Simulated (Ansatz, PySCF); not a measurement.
Breaking the Si1–H2 bond in H3NSi (SMILES N[SiH]) (multiplicity 1 held, fragments rigid). Energies count from the point at 1.530 Å.
Geometry at that point (charge 0, multiplicity 1):
| atom | x (Å) | y (Å) | z (Å) |
|---|---|---|---|
| Si | -0.2447 | 0.3910 | 0.5100 |
| H | -0.5860 | 1.4739 | -0.5153 |
| N | 0.3978 | -0.6896 | -0.6544 |
| H | 0.4631 | -0.5284 | -1.6484 |
| H | 0.7649 | -1.5931 | -0.3951 |

Restricted levels (R-, RO-) in cc, def2 and unpolarised 6-31G sets keep to the state of the molecule at rest. Unrestricted levels (U-) break spin symmetry where that is lower. Active spaces are followed from a long bond inwards. Levels need not reach the same state.

Frozen-core correlation. Rows in 6-31G* carry no dispersion term and start afresh at each structure (6-31G* with six Cartesian d functions).

Programs: Ansatz (a first-principles code); PySCF for 6-31G* rows. Values without a source in brackets are computed.

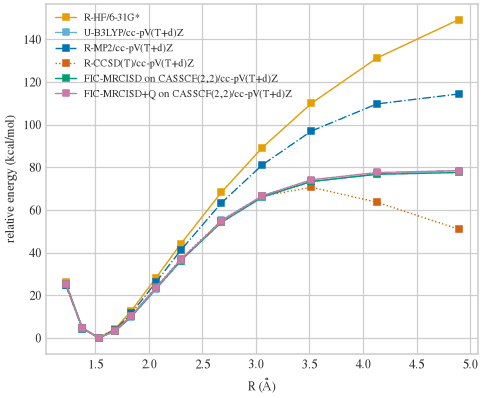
Relative energy along the coordinate

Doubts at one or more of the structures used: a restricted determinant that unrestricted orbitals would lower (R-HF/6-31G*, R-MP2/cc-pV(T+d)Z, R-CCSD(T)/cc-pV(T+d)Z); a spin-contaminated determinant (U-B3LYP/cc-pV(T+d)Z); T1 above 0.05 (R-CCSD(T)/cc-pV(T+d)Z); other coupled-cluster roots lie near (R-CCSD(T)/cc-pV(T+d)Z).
